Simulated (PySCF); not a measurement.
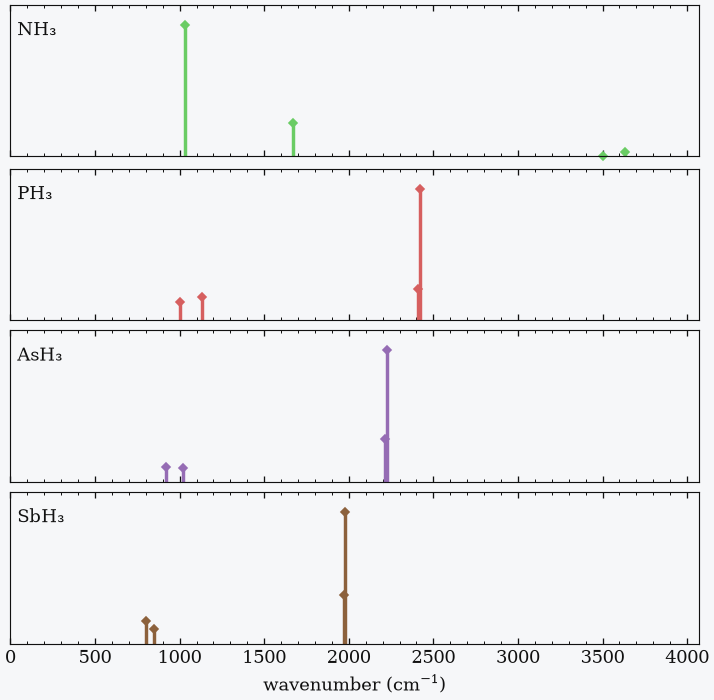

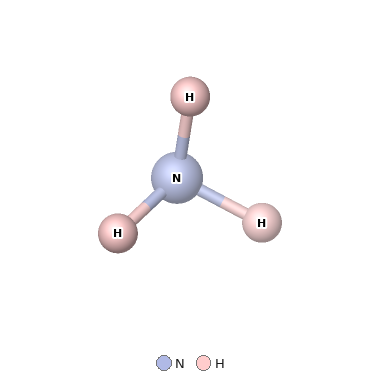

Harmonic infrared lines of NH₃, PH₃, AsH₃ and SbH₃, all C3v singlets, each the lowest point that its search found (NH₃ is drawn); the central atom changes down one group of the periodic table. PBE0/def2-TZVP (core potentials past Kr), PySCF 2.14.0, unscaled, no spin-orbit coupling; each panel is scaled to its strongest line, degenerate modes are one line with their intensities summed, and dots on the axis are modes too weak to show or inactive.

**How do the bond length and the stretches change along the series?**

Mean bond length: NH₃ 1.013, PH₃ 1.420, AsH₃ 1.522, SbH₃ 1.708 Å, rising down the group. Highest e mode: NH₃ 3633, PH₃ 2423, AsH₃ 2228, SbH₃ 1976 cm⁻¹, falling down the group.

Limits of at least one run: no scalar relativity.
